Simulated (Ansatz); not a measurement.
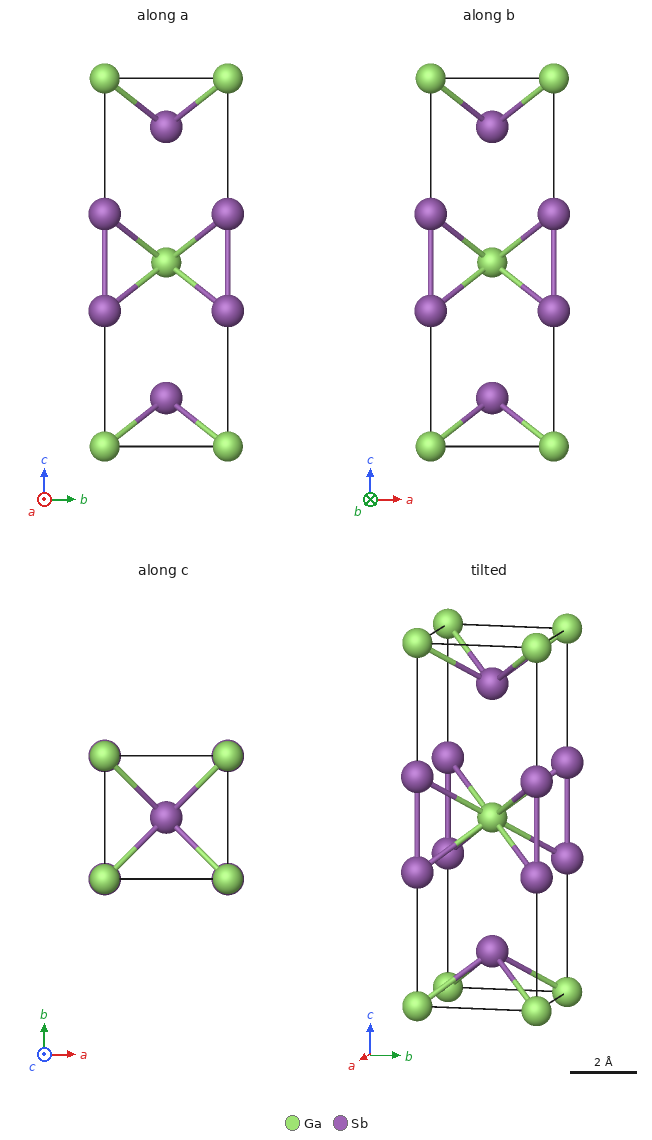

View along the a axis, along the b axis, along the c axis and slightly off an axis, drawn as a ball-and-stick model. The box is the conventional unit cell; atoms on or close to its faces, edges and corners are drawn wherever they repeat.

Lattice parameters: a = 3.733 Å, b = 3.733 Å, c = 11.159 Å, α = 90.00°, β = 90.00°, γ = 90.00°. Put a along x and b in the xy plane.

> Express the structure as a POSCAR file, with free fractional coordinates to two decimals.

```
Ga Sb
1.0
     3.733    0.000    0.000
     0.000    3.733    0.000
     0.000    0.000   11.159
Ga Sb
2 4
Direct
  0.00 0.00 0.00
  0.50 0.50 0.50
  0.00 0.00 0.37
  0.50 0.50 0.13
  0.50 0.50 0.87
  0.00 0.00 0.63
```

The initial geometry was a structure type filled with these elements by a generator (whether the compound takes this form wasn't checked). This is the structure after a relaxation with Ansatz 0.2.0, DFT PBE, scalar-relativistic, plane waves, PAW.
